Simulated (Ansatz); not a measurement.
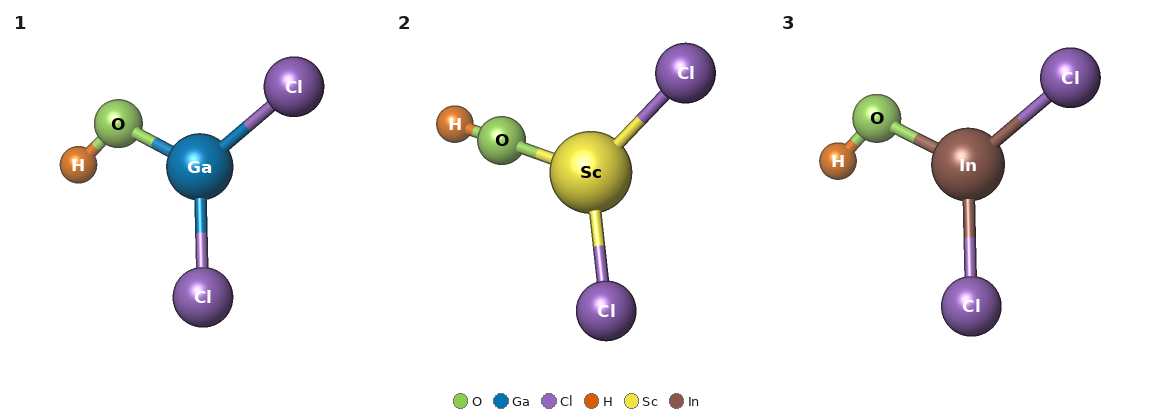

3 molecules with one skeleton, seen from the same side and at one scale. Charge 0, singlet. Computed geometries: PBE0-D4/def2-TZVP optimisations, one conformation each. Properties computed with Ansatz 0.2.0. Elements past Kr carry core potentials.

One atom differs, called X below: Ga in panel 1, Sc in panel 2, In in panel 3. Their formulas are Cl2GaHO (`[OH][Ga]([Cl])[Cl]`), Cl2HOSc (`[OH][Sc]([Cl])[Cl]`), Cl2HInO (`[OH][In]([Cl])[Cl]`).

> Rank them by the HOMO–LUMO gap, lowest first (r2SCAN-D4/def2-TZVPP).

2 (Sc), 3 (In), 1 (Ga).

> Rank them by the HOMO energy (Kohn–Sham orbital), lowest first (r2SCAN-D4/def2-TZVPP).

1 (Ga), 3 (In), 2 (Sc).

Give the values. With PBE0-D4/def2-TZVP: mean length of X–Cl (Å), length of X–O (Å), mean angle O–X–Cl (°). With r2SCAN-D4/def2-TZVPP: dipole moment (D), HOMO energy (Kohn–Sham orbital) (eV), HOMO–LUMO gap (eV).

| quantity | 1 (Ga) | 2 (Sc) | 3 (In) |
| --- | --- | --- | --- |
| mean length of X–Cl (Å) | 2.116 | 2.296 | 2.299 |
| length of X–O (Å) | 1.765 | 1.826 | 1.961 |
| mean angle O–X–Cl (°) | 119.7 | 119.3 | 119.7 |
| dipole moment (D) | 1.44 | 3.07 | 1.42 |
| HOMO energy (Kohn–Sham orbital) (eV) | −8.30 | −7.81 | −8.02 |
| HOMO–LUMO gap (eV) | 6.09 | 4.48 | 4.78 |
